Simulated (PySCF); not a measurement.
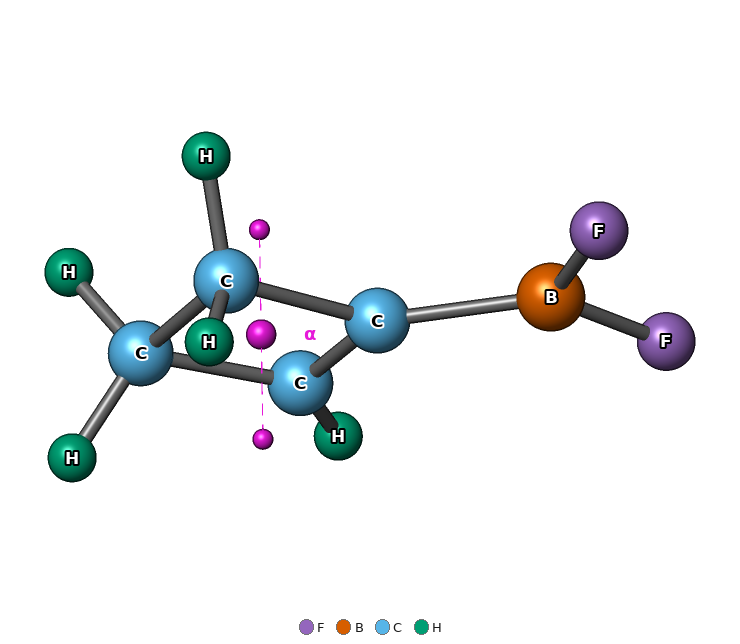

The small points mark where nucleus-independent chemical shifts (NICS) were computed: at the centre of each lettered ring and 1 Å above and below it. Computed geometry: GFN2-xTB optimisation. No frequency run is at hand to confirm it as a minimum. Properties computed with GIAO PBE0/pcSseg-1 NMR shielding, non-relativistic, gas phase (PySCF 2.14.0).

Give NICS(0), NICS(1) and the out-of-plane component NICS(1)zz for each ring (means of the two sides).

```tsv
ring	members	NICS(0)	NICS(1)	NICS(1)zz
α	C4	3.3	−2.1	0.5
```

Values in ppm.

The geometry is semi-empirical. Around B such bond lengths and angles can be off by a tenth of an ångström or more and by several degrees, and values that hang on the shape move with them.
